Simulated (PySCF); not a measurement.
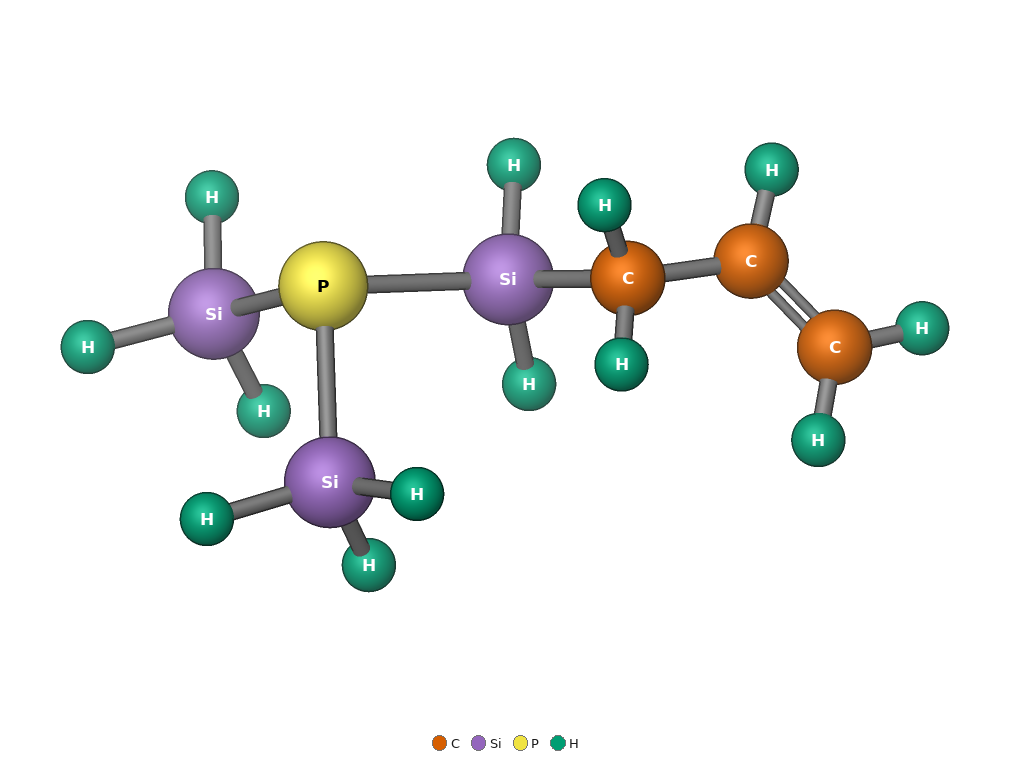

The geometry was computed by an optimisation with PBE0-D3(BJ)/def2-SVP. No frequency run is at hand to confirm it as a minimum. Program: PySCF 2.14.0.

At this fixed geometry, give dipole (D), HOMO–LUMO gap (eV) at these levels: B3LYP/pcSseg-1; BHandHLYP/aug-pcX-1 (pcseg-1 on H) (def2-SVPD on Si) (def2-SVPD on P); CAM-B3LYP/def2-SVPD; CAM-B3LYP/def2-SVPD in benzene (IEF-PCM); PBE0/pcSseg-1; PBE0/pcSseg-1 in benzene (IEF-PCM); PBE0/pcSseg-1 in tetrahydrofuran (IEF-PCM).

| level | dipole (D) | HOMO–LUMO gap (eV) |
| --- | --- | --- |
| B3LYP/pcSseg-1 | 0.65 | 6.54 |
| BHandHLYP/aug-pcX-1 (pcseg-1 on H) (def2-SVPD on Si) (def2-SVPD on P) | 0.45 | 8.66 |
| CAM-B3LYP/def2-SVPD | 0.46 | 9.18 |
| CAM-B3LYP/def2-SVPD in benzene (IEF-PCM) | 0.51 | 9.20 |
| PBE0/pcSseg-1 | 0.75 | 6.93 |
| PBE0/pcSseg-1 in benzene (IEF-PCM) | 0.84 | 6.94 |
| PBE0/pcSseg-1 in tetrahydrofuran (IEF-PCM) | 0.93 | 6.95 |
